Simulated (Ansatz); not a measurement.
```xyz
9

O     1.5596    1.0354    1.3520
Sb    1.5792    0.6467   -0.6273
Cl    1.9207   -1.8020   -0.4767
O    -0.7853   -0.8672    1.1497
Si   -0.9331   -0.0787   -0.3536
H     0.7936    0.5417    1.7295
H    -0.1295   -1.5944    1.0720
H    -1.4308   -0.9709   -1.4603
H    -1.8858    1.0587   -0.1206
```

Core potentials replace the inner electrons of Sb.

All numbers below come from Ansatz 0.2.0, RKS revPBE-D4/def2-SVP.

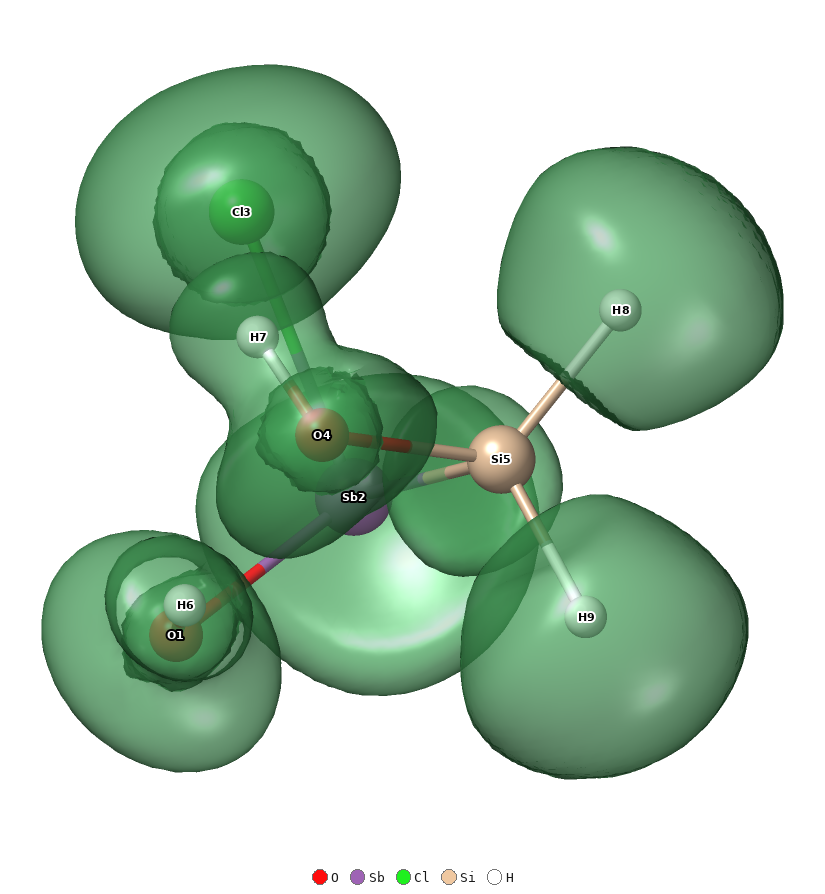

ClH₄O₂SbSi. Isosurface of the electron localisation function at 0.75 (green), seen at a tilt. Core shells and regions of very low density are left out.

Where are the electrons localised?

Answer. At this value the surface marks out two regions around hydrogen nuclei, one region on Si in which the atom's valence shell and bonds are merged, one lobe on Sb, pointing away from the bonds (lone pairs), one region wrapped around Cl (its valence shell) and two joined regions spread over several atoms (H, O), in which their bonds and any lone pairs are merged. Profiles from the grid: Si–O (1.70 Å): the ELF peaks at about 0.90 between the atoms, as expected for a shared but strongly polarised pair. Sb–O (2.02 Å): the ELF peaks at about 0.85 in the valence shell of O, 0.6 Å from its nucleus, and drops to about 0.15 between the two atoms.
